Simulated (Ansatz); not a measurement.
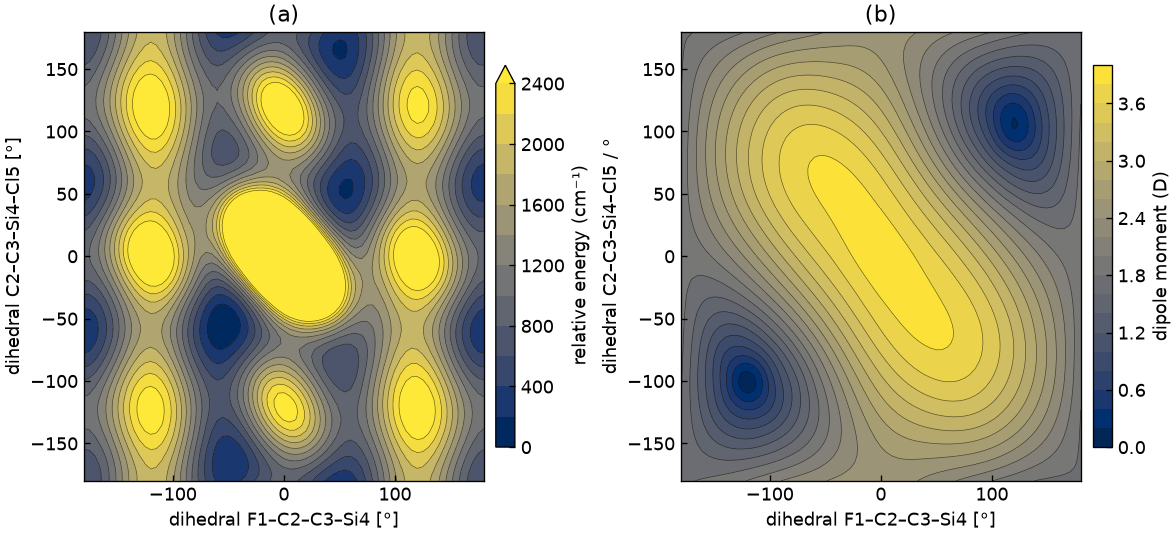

C₂H₆ClFSi, SMILES FCC[SiH2]Cl. The first coordinate is: dihedral F1–C2–C3–Si4; the second: dihedral C2–C3–Si4–Cl5. Nothing is relaxed (all other coordinates rigid). The grid has 18 × 18 points. Energies: cm⁻¹, counted from the relaxed molecule at the same level. Theory: Ansatz, RHF/def2-SVP.

Panel (a) is the energy and panel (b) the computed dipole moment on the same grid.

Drawn: filled contours, one colour for all values above the top of the scale. Between grid points the surface is interpolated.

How does the dipole moment vary over the map, and what is it at the lowest grid point?

Leaving out the highest fifth of the energies, it runs from 0.60 D at dihedral F1–C2–C3–Si4 = −120°, dihedral C2–C3–Si4–Cl5 = −80° to 3.86 D at dihedral F1–C2–C3–Si4 = −40°, dihedral C2–C3–Si4–Cl5 = 60°. At the lowest grid point, dihedral F1–C2–C3–Si4 = −60°, dihedral C2–C3–Si4–Cl5 = −60°, it is 2.47 D.
